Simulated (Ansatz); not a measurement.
```xyz
14

C     0.4379    1.5871   -1.0463
C    -0.6983    0.5969   -1.2145
O    -1.4836    0.4880   -0.0633
In   -0.9643   -0.6385    1.5058
C     0.8256   -1.7719    1.1952
H     0.0480    2.5625   -0.7466
H     0.9997    1.7079   -1.9772
H     1.1372    1.2484   -0.2741
H    -1.3463    0.9293   -2.0376
H    -0.2821   -0.3755   -1.5279
H    -2.1076   -0.4478    2.7599
H     1.0224   -1.8668    0.1270
H     0.7436   -2.7641    1.6395
H     1.6678   -1.2555    1.6601
```

Geometry: PBE0-D4/def2-TZVP; core potentials replace the inner electrons of In.

All numbers below come from RKS PBE0-D4/def2-TZVPP in Ansatz.

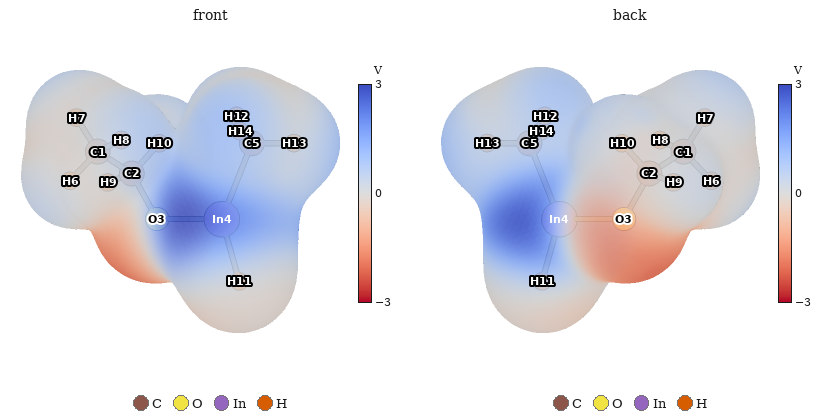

C₃H₉InO (SMILES CC[O][InH][CH3]). The molecular electrostatic potential painted on the density surface at 0.002 e/bohr³, seen from the front and from behind; the colour scale runs from red (negative) to blue (positive).

Question: Where is the surface potential most negative and most positive?

Answer: The most negative region (about −1.9 V, or −44 kcal/mol for a unit charge) lies over O3, the most positive (about +2.7 V, or +62 kcal/mol for a unit charge) over In4. O3 is the likeliest acceptor of a hydrogen bond.
